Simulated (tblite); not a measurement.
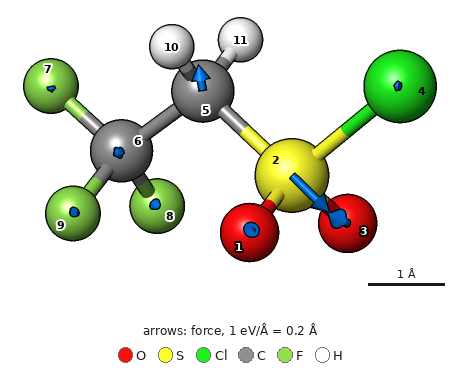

Starting geometry of C2H2ClF3O2S with the computed forces as blue arrows. Style: ball-and-stick. Shown at a tilt.

All numbers below come from tblite 0.8.0, GFN2-xTB geometry optimisation, gas phase. 

What follows when this structure is relaxed?

It isn't relaxed: the largest force vector, on S2, is 3.56 eV/Å. The final displacements follow the starting forces only in part (cosine between the two patterns 0.48). The largest move after the best rigid fit is that of Cl4, 0.11 Å. By element the largest moves are Cl 0.11 Å, O 0.08 Å, S 0.07 Å, F 0.06 Å, C 0.05 Å, H 0.03 Å. Near-neighbour distances that change, for instance: S2–C5 1.740 → 1.826 Å, S2–O3 1.459 → 1.417 Å, S2–Cl4 2.055 → 2.021 Å, O1–S2 1.440 → 1.417 Å. Among the angles between lasting bonds that change: Cl4–S2–C5 105.5° → 98.6°, O1–S2–Cl4 103.3° → 107.4°, H10–C5–H11 109.1° → 112.4°. The energy falls by 22.7 kJ/mol in 20 geometry steps.
